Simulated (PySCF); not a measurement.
# C2H6OSSi: what the fields show

```xyz
11

C    -0.6130    0.7709   -0.5287
C    -1.1956   -0.3782    0.2805
S     0.0285   -1.7323    0.3253
Si    1.6338   -0.3089    0.2153
O     0.7267    0.9824   -0.1791
H    -0.6732    0.5449   -1.5994
H    -1.1607    1.6972   -0.3306
H    -2.1103   -0.7626   -0.1636
H    -1.3848   -0.0734    1.3093
H     2.5215   -0.7070   -0.8614
H     2.2327   -0.0302    1.5065
```

Geometry: GFN2-xTB.

Computed with PySCF, PBE0/pcSseg-1, SCF density, gas phase, non-relativistic.

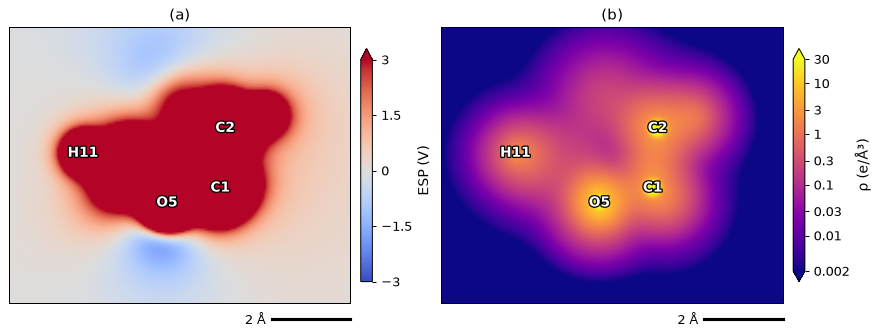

Figure 1. (a) molecular electrostatic potential; (b) electron density on the plane of atoms C2, C1 and O5.

### Interpret the plot.

Atoms in the plane: C, O and H.
C–O (1.40 Å): ρ at the midpoint is about 2.1 e/Å³, with its minimum of 1.8 e/Å³ about 0.5 Å from C.
C–C (1.52 Å): ρ at the midpoint is about 1.7 e/Å³.
Outside the dense part of the molecule the potential is most negative (−1.6 V) near O5.

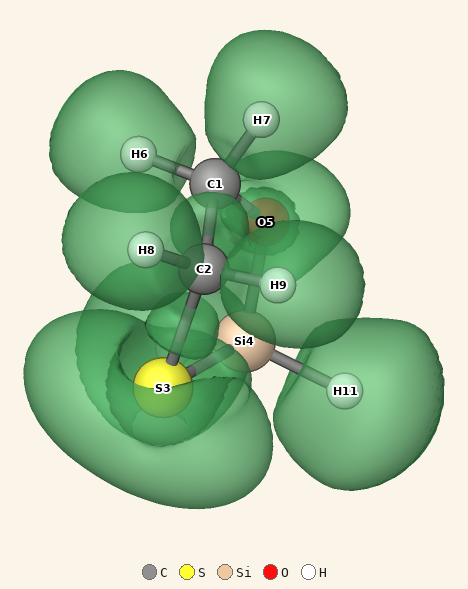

Figure 2. Isosurface of the ELF at 0.75 (green), seen at an oblique angle. Core shells and regions of very low density are left out.

### Where are the electrons localised?

The surface consists of one region between bonded C–C atoms (shared pairs), one region between bonded C–S atoms (shared pairs), six regions around hydrogen nuclei, one region on O in which the atom's valence shell and bonds are merged and one region on S in which the atom's valence shell and bonds are merged.


C–O (1.40 Å): the ELF peaks at about 0.90 between the atoms, as expected for a shared but strongly polarised pair. C–C (1.52 Å): the ELF peaks at about 0.95 between the atoms: a shared electron pair.

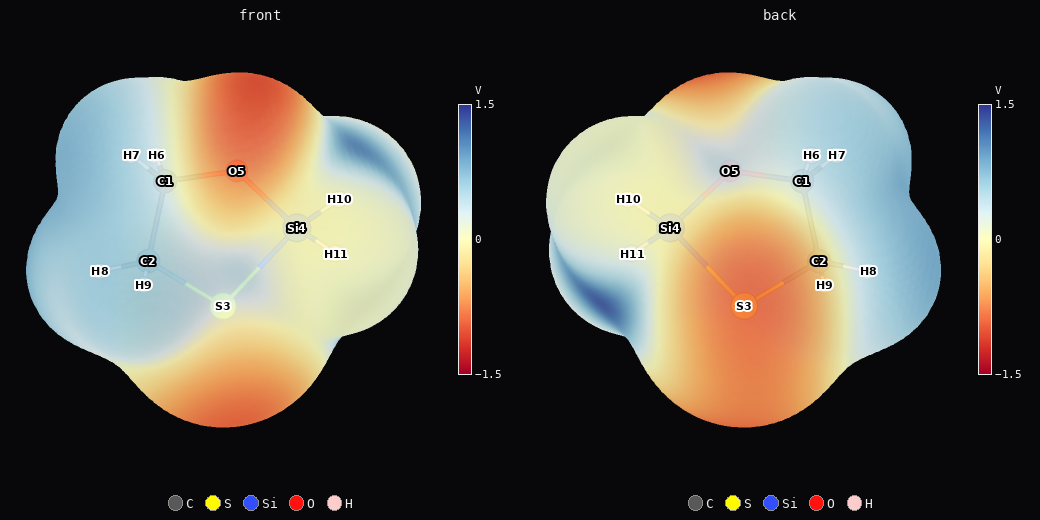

Figure 3. The electrostatic potential painted on the density surface at 0.001 e/bohr³, seen from the front and from behind; red is negative and blue positive.

### Where is the surface potential most negative and most positive?

The most negative region (about −1.0 V) lies over O5, the most positive (about +1.2 V) over Si4. O5 is the likeliest acceptor of a hydrogen bond.
